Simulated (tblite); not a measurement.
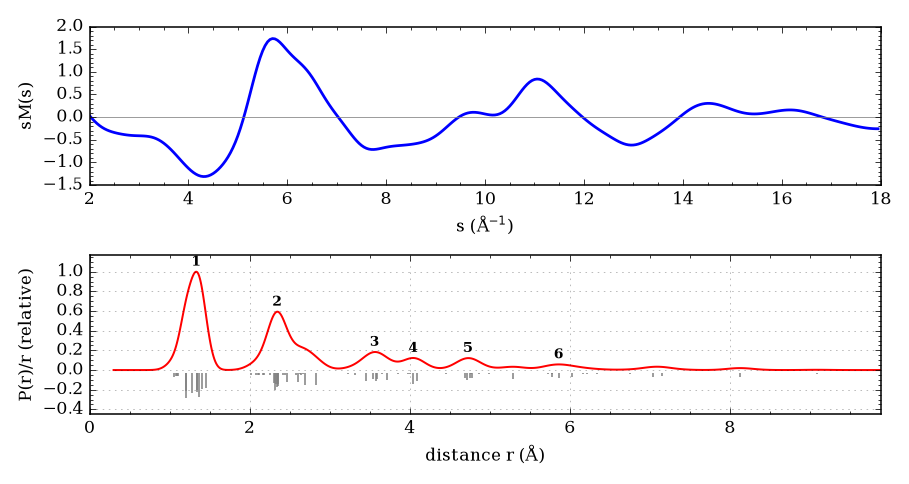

Simulated gas electron diffraction: reduced molecular intensity sM(s) from the Debye equation in the first Born approximation (top) and the radial distribution curve (bottom) of C₆H₄FNO. Each pair of atoms contributes with weight ZᵢZⱼ/r (bars below the curve); damping constant 0.002 Å²; vibrational amplitudes assumed, not computed: 0.05 Å for bonds, 0.078 Å for bonds to H, 0.06 + 0.015 r up to 0.15 Å for other pairs. The geometry is the end point of an optimisation (GFN2-xTB geometry optimisation, gas phase in tblite 0.8.0); it may be a saddle point or a higher isomer. SMILES: C#C/C=N/C(F)=C/C=O.

**Read the positions of the numbered peaks and name the main pairs (– for bonds).**

Peak 1, 1.33 Å: C–C 1.20–1.46 Å (×4), O–C 1.21 Å, N–C 1.28–1.34 Å (×2), F–C 1.36 Å, not resolved
Peak 2, 2.35 Å: C···C 2.31–2.61 Å (×3), F···N 2.32 Å, N···C 2.33–2.36 Å (×2), F···C 2.34 Å, O···C 2.36 Å, not resolved; in its flanks F···C 2.69–2.83 Å
Peak 3, 3.57 Å: N···C 3.45–3.71 Å (×2), C···C 3.54–3.59 Å (×2), O···C 3.58 Å, not resolved
Peak 4, 4.04 Å: C···H 3.86–3.98 Å (×2), F···O 4.03 Å, F···C 4.09 Å, not resolved
Peak 5, 4.73 Å: C···C 4.69–4.78 Å (×3), O···N 4.71 Å, C···H 4.76–4.99 Å (×3), not resolved
Peak 6, 5.86 Å: C···H 5.72–6.22 Å (×3), C···C 5.77–6.03 Å (×2), O···C 5.86 Å, not resolved
